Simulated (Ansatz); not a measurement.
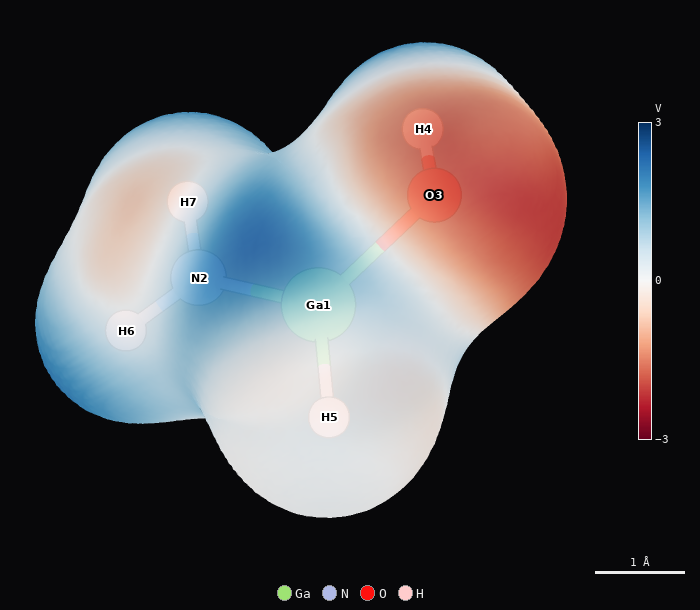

GaH4NO. The molecular electrostatic potential painted on the density surface at 0.004 e/bohr³, seen at a tilt; red is negative and blue positive.

All numbers below come from RKS revPBE-D4/def2-SVP in Ansatz.

Input file:

```
crystal:
  periodic: [false, false, false]
  atoms:
    - { symbol: Ga, position_ang: [-0.018876, -0.516488, 0.792639] }
    - { symbol: "N", position_ang: [0.155537, 1.041266, -0.281564] }
    - { symbol: O, position_ang: [-0.610214, -1.642932, -0.504235] }
    - { symbol: H, position_ang: [-0.704664, -0.941255, -1.178132] }
    - { symbol: H, position_ang: [0.093132, -0.733948, 2.328976] }
    - { symbol: H, position_ang: [0.569083, 1.912455, 0.070203] }
    - { symbol: H, position_ang: [0.516101, 0.880702, -1.228087] }
basis:
  gaussian: { orbitals: def2-SVP }
hamiltonian:
  xc: revpbe
  dispersion: d4
relax:
  f_tol: 0.03
  max_steps: 50
output:
  orbitals: {}
```

Run with:

```sh
ansatz run input.yaml --threads 2 --pin off --max-ram 3072MiB --backend cpu --events-out ev --progress --plain --runs-dir out
```

The fields are those of the relaxed geometry.

> Where is the surface potential most negative and most positive?

The most negative region (about −2.1 V, or −48 kcal/mol for a unit charge) lies over O3, the most positive (about +2.7 V, or +62 kcal/mol for a unit charge) over H4. O3 is the likeliest acceptor of a hydrogen bond.
